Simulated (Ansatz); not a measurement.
# BH2O (SMILES B[O]): levels of theory compared

Wanted: a comparison of 6 runs (UHF/3-21G, UB3LYP/def2-TZVPPD, UBLYP/def2-TZVPPD, UPBE/def2-TZVPPD, UPBE0/def2-TZVPPD, UMP2/def2-TZVPPD) of BH2O. 

The results are computed with Ansatz 0.2.0.

30 further runs of the same task are left out: 30 set aside as unsound or not needed.

## (1) The system as given

The species is BH2O (4 atoms), meant as a doublet with charge 0. SMILES: `B[O]`. The B1–H3 distance was set to 1.817 Å, away from the relaxed value. At this shape a bond of the SMILES string is far longer than usual.

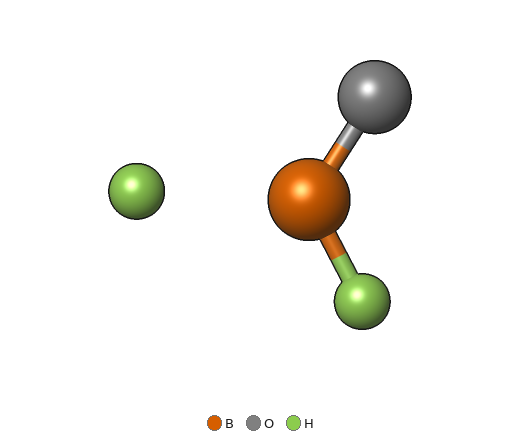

The structure, seen from a chosen angle (boron orange, oxygen grey, hydrogen green).

## (2) A single-point energy at UHF/3-21G (run 1)

The input, in.yaml:

```yaml
basis:
  gaussian:
    orbitals: 3-21G.json
crystal:
  periodic: [false, false, false]
  atoms:
    - symbol: B
      position_ang: [0.524656, 0.278404, -0.098451]
    - symbol: O
      position_ang: [1.551056, -0.052096, 0.593549]
    - symbol: H
      position_ang: [-1.052600, -0.587700, 0.151600]
    - symbol: H
      position_ang: [0.609656, 1.167204, -0.916951]
output: {orbitals: {seedname: orbitals}}
accuracy: high
magnetization:
  spin_polarized: true
  initial_magnetization: 1
hamiltonian:
  xc: hf
```

The basis set 3-21G is read from a file made from the Basis Set Exchange's data (not shown).

Run with:

```bash
ansatz run in.yaml --threads 1 --pin off --max-ram 3480MiB --events-out events.jsonl --progress --plain --runs-dir runs
```

Output:

```text
Warning: RAYON_NUM_THREADS=1 ignored (pool sized by the plan → 1); use --threads N
Functional definition: HF
  name "HF"
  exchange = exact_x
  correlation = 0
430 factors; integrals over basis functions are off by at most 7.8e-9 eV
mean field evaluation 1: about -2718.4816 eV, gradient 2.7e1 eV
mean field evaluation 2: about -2718.4808 eV, gradient 2.7e1 eV
mean field evaluation 4: about -2722.6291 eV, gradient 3.9e0 eV
mean field evaluation 8: about -2723.2581 eV, gradient 3.7e-1 eV
mean field evaluation 16: about -2723.2654 eV, gradient 4.5e-8 eV
mean field evaluation 32: about -2719.2981 eV, gradient 3.1e1 eV
mean field -2723.26538870 eV, -100.0781571391 hartree, gradient 4.5e-8 eV, S^2 0.966658; 0 other end points of the search recorded, 0 dependent functions left out
reference -2723.26538870 eV, -100.0781571391 hartree; 8, 7 occupied and 14, 15 virtual orbitals, 430 factors
Total energy: -2723.26538870 eV, -100.0781571391 hartree
```

It took 0.1 s on 1 thread of Arm Neoverse V2, shared host.

## (3) The energy at UB3LYP/def2-TZVPPD (run 2)

The input, run.yaml:

```yaml
crystal:
  periodic: [false, false, false]
  atoms:
    - {symbol: B, position_ang: [0.524656, 0.278404, -0.098451]}
    - {symbol: O, position_ang: [1.551056, -0.052096, 0.593549]}
    - {symbol: H, position_ang: [-1.052600, -0.587700, 0.151600]}
    - {symbol: H, position_ang: [0.609656, 1.167204, -0.916951]}
basis:
  gaussian:
    orbitals: def2-TZVPPD.json
total_charge: 0
magnetization:
  spin_polarized: true
  initial_magnetization: 1
hamiltonian:
  xc: {name: B3LYP}
accuracy: high
output:
  orbitals: {seedname: orbitals}
```

The basis set def2-TZVPPD is read from a file made from the Basis Set Exchange's data (not shown).

Run with:

```bash
ansatz run run.yaml --threads 1 --pin off --max-ram 3480MiB --events-out events.jsonl --progress --plain --runs-dir runs
```

Output:

```text
Warning: RAYON_NUM_THREADS=1 ignored (pool sized by the plan → 1); use --threads N
Functional definition: B3LYP
  name "B3LYP"
  parameter a0 = 0.2
  parameter ax = 0.72
  parameter ac = 0.81
  exchange = (1 - a0 - ax)*slater_x + ax*b88_x + a0*exact_x
  correlation = (1 - ac)*vwn_rpa_c + ac*lyp_c
1709 factors; integrals over basis functions are off by at most 3.5e-9 eV
mean field evaluation 1: about -2747.3617 eV, gradient 4.3e1 eV
mean field evaluation 2: about -2663.1051 eV, gradient 1.3e2 eV
mean field evaluation 4: about -2754.6582 eV, gradient 8.1e0 eV
mean field evaluation 8: about -2754.9724 eV, gradient 1.6e-1 eV
mean field evaluation 16: about -2754.9715 eV, gradient 6.5e-5 eV
mean field -2754.97150540 eV, -101.2433354366 hartree, gradient 7.8e-8 eV, S^2 0.783711; 0 other end points of the search recorded, 0 dependent functions left out
reference -2754.97154043 eV, -101.2433367239 hartree; 8, 7 occupied and 103, 104 virtual orbitals, 1709 factors
Total energy: -2754.97154043 eV, -101.2433367239 hartree
```

Wall time 5.4 s (1 thread of Arm Neoverse V2, shared host); peak memory 0.29 GiB.

## (4) The energy at UBLYP/def2-TZVPPD (run 3)

The input, input.yaml:

```yaml
crystal:
  periodic: [false, false, false]
  atoms:
    - {symbol: B, position_ang: [0.524656, 0.278404, -0.098451]}
    - {symbol: O, position_ang: [1.551056, -0.052096, 0.593549]}
    - {symbol: H, position_ang: [-1.052600, -0.587700, 0.151600]}
    - {symbol: H, position_ang: [0.609656, 1.167204, -0.916951]}
basis:
  gaussian:
    orbitals: def2-TZVPPD.json
total_charge: 0
magnetization:
  spin_polarized: true
  initial_magnetization: 1
hamiltonian:
  xc: {name: BLYP}
accuracy: high
output: {orbitals: {seedname: orbitals}}
```

The basis set def2-TZVPPD is read from a file made from the Basis Set Exchange's data (not shown).

Run with:

```bash
ansatz run input.yaml --threads 1 --pin off --max-ram 3480MiB --events-out events.jsonl --progress --plain --runs-dir runs
```

Output:

```text
Warning: RAYON_NUM_THREADS=1 ignored (pool sized by the plan → 1); use --threads N
Functional definition: BLYP
  name "BLYP"
  parameter beta = 0.0042
  parameter a = 0.04918
  parameter b = 0.132
  parameter c = 0.2533
  parameter d = 0.349
  exchange = b88_x(beta = beta)
  correlation = lyp_c(a = a, b = b, c = c, d = d)
1709 factors; integrals over basis functions are off by at most 3.5e-9 eV
mean field evaluation 1: about -2745.2915 eV, gradient 4.8e1 eV
mean field evaluation 2: about -2586.4101 eV, gradient 1.5e2 eV
mean field evaluation 4: about -2752.7269 eV, gradient 2.0e1 eV
mean field evaluation 8: about -2754.4253 eV, gradient 1.2e-1 eV
mean field evaluation 16: about -2754.4239 eV, gradient 5.8e-5 eV
mean field -2754.42385362 eV, -101.2232096048 hartree, gradient 9.5e-9 eV, S^2 0.767391; 0 other end points of the search recorded, 0 dependent functions left out
reference -2754.42390044 eV, -101.2232113257 hartree; 8, 7 occupied and 103, 104 virtual orbitals, 1709 factors
Total energy: -2754.42390044 eV, -101.2232113257 hartree
```

Wall time 5.1 s (1 thread of Arm Neoverse V2, shared host); peak memory 0.26 GiB.

Runs 4 to 5 aren't shown in full; the table further down has their settings and results.

## (5) The energy at UMP2/def2-TZVPPD (run 6)

The input, input.yaml:

```yaml
crystal:
  periodic: [false, false, false]
  atoms:
    - symbol: B
      position_ang: [0.524656, 0.278404, -0.098451]
    - symbol: O
      position_ang: [1.551056, -0.052096, 0.593549]
    - symbol: H
      position_ang: [-1.052600, -0.587700, 0.151600]
    - symbol: H
      position_ang: [0.609656, 1.167204, -0.916951]
basis:
  gaussian: {orbitals: def2-TZVPPD.json}
magnetization: {spin_polarized: true, initial_magnetization: 1}
correlation: {method: mp2, frozen_orbitals: {B: 1, H: 0, O: 1}}
accuracy: high
```

The basis set def2-TZVPPD is read from a file made from the Basis Set Exchange's data (not shown).

Run with:

```bash
ansatz run input.yaml --threads 1 --pin off --max-ram 3480MiB --events-out events.jsonl --progress --plain --runs-dir runs
```

Output, shortened:

```text
Warning: RAYON_NUM_THREADS=1 ignored (pool sized by the plan → 1); use --threads N
Functional definition: HF
  name "HF"
[...]
1709 factors; integrals over basis functions are off by at most 3.5e-9 eV
[...]
mean field -2739.56793733 eV, -100.6772647511 hartree, gradient 1.9e-8 eV, S^2 0.947762; 7 other end points of the search recorded, 0 dependent functions left out
2 core orbitals not correlated: weight in the atoms' cores, before any rotation towards them, 1.000 or more for the frozen orbitals, at most 0.000 for the correlated occupied ones
reference -2739.56793733 eV, -100.6772647511 hartree; 6, 5 occupied and 103, 104 virtual orbitals, 1709 factors
second order -8.17291412 eV of doubles, -0.00000000 eV of singles
Total energy: -2747.74085145 eV, -100.9776138051 hartree
```

Run time: 4.5 s. Hardware: 1 thread of Arm Neoverse V2, shared host; peak memory 0.25 GiB.

## (6) The series

```
run               level  frozen core orbitals  energy (Eh)  HOMO energy (eV)  LUMO energy (eV)   ⟨S²⟩  wall time
  1           UHF/3-21G                     –  -100.078157            -12.02              1.04  0.967      0.1 s
  2  UB3LYP/def2-TZVPPD                     –  -101.243337             -8.92             -5.15  0.784      5.4 s
  3   UBLYP/def2-TZVPPD                     –  -101.223211             -7.54             -5.83  0.767      5.1 s
  4    UPBE/def2-TZVPPD                     –  -101.116239             -7.61             -5.84  0.769      4.5 s
  5   UPBE0/def2-TZVPPD                     –  -101.110675             -9.17             -4.73  0.794      5.1 s
  6    UMP2/def2-TZVPPD                     2  -100.977614                 –                 –  0.948      4.5 s
```

## (7) Outcome

| quantity | value |
| --- | --- |
| run 6: total energy | -100.97761 Eh |
| run 6: correlation energy (2 core orbitals frozen) | -300.3 mEh |
| run 6: ⟨S²⟩ of the reference determinant | 0.948 |

What this shows: Totals of different functionals can't be ranked against each other. Spin contamination of the reference: run 1 ⟨S²⟩ = 0.97, run 6 ⟨S²⟩ = 0.95. All runs together took 25 s, the longest 5.4 s.
